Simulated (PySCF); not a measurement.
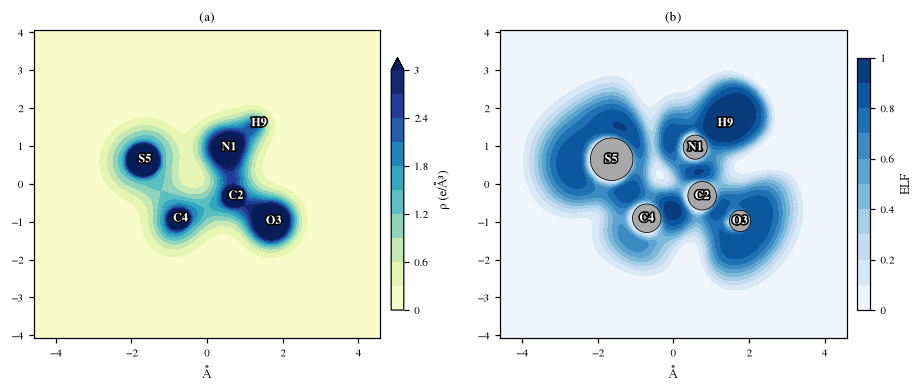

Figure 1: C4H4NO2S (doublet). (a) electron density; (b) ELF on the plane of atoms C2, C4 and S5. Grey discs cover the atomic cores in the ELF map.

Geometry: GFN2-xTB.

Method: UKS B3LYP, pcH-1 on C H N O S, non-relativistic, mean-field spin-orbit, GIAO (PySCF 2.14.0, density-fitted response routines).

```tsv
atom	x (Å)	y (Å)	z (Å)
N	1.4992	0.8140	0.5685
C	1.4268	-0.4566	0.2770
O	2.0725	-1.4053	0.6506
C	0.2059	-0.5497	-0.7197
S	-0.1079	1.2249	-0.9314
C	-1.4079	0.7308	0.2477
C	-1.0716	-0.7417	0.0408
O	-1.6689	-1.7201	0.3646
H	2.2509	1.1643	1.1461
H	0.4108	-1.1810	-1.5790
H	-2.4126	1.0253	-0.0495
H	-1.1960	1.0947	1.2522
```

> Describe what can be read from this map.

- The plane passes through N, C, O, S and H nuclei.
- C–O (1.21 Å): ρ is about 3.3 e/Å³ halfway; the ELF peaks at about 0.85 between the atoms (a short, multiple covalent bond).
- C–N (1.31 Å): ρ at the midpoint is about 2.5 e/Å³; the ELF peaks at about 0.90 between the atoms: localised, covalent bonding.
- C–S (1.81 Å): ρ at the midpoint is about 1.2 e/Å³; the ELF peaks at about 0.90 between the atoms, as expected for a shared electron pair.
- N–H (1.01 Å): the density is about 2.5 e/Å³ at the midpoint; the ELF climbs to about 1 towards the hydrogen, as it does in any bond to H; an ordinary covalent bond to hydrogen.
- C–C (1.58 Å): ρ at the midpoint is about 1.5 e/Å³; the ELF peaks at about 0.95 between the atoms, as expected for a shared electron pair.
- The ELF also peaks beside O3 and S5, away from the bonds: non-bonding electrons, paired or unpaired.
